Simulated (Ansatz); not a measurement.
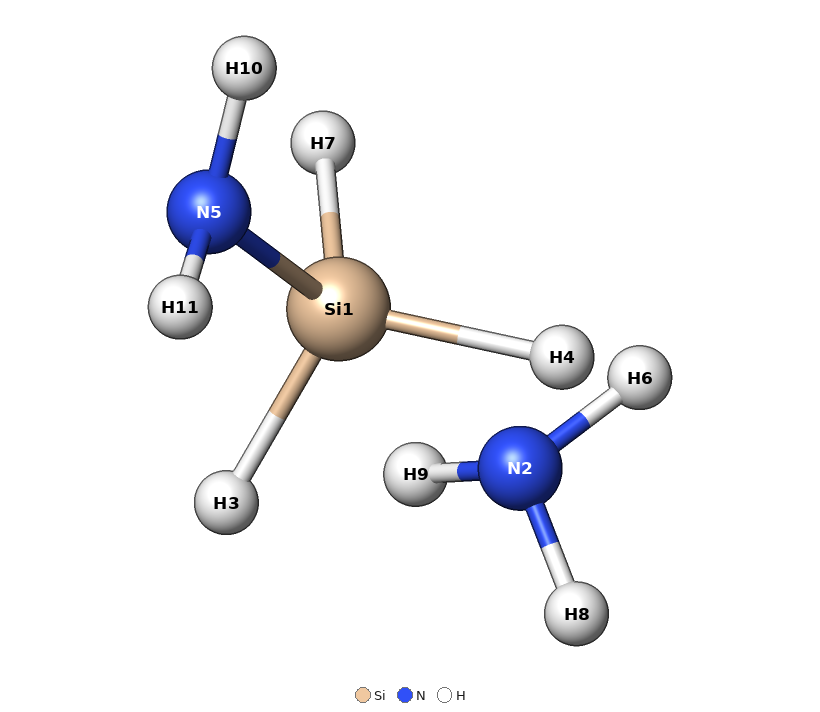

Sticks follow a distance rule. Harmonic vibrations computed with RKS PBE0-D4/def2-TZVP (Ansatz 0.2.0) at a stationary point of the same level.

Q: Is this a minimum or a saddle point?

A: A minimum: no imaginary frequency, and the lowest mode lies at 68 cm⁻¹.

Q: List the wavenumbers.

A: 27 modes: 68, 101, 115, 119, 185, 262, 284, 416, 678, 776, 825, 898, 929, 958, 961, 1050, 1585, 1664, 1664, 2178, 2232, 2241, 3502, 3592, 3634, 3634, 3683 cm⁻¹.
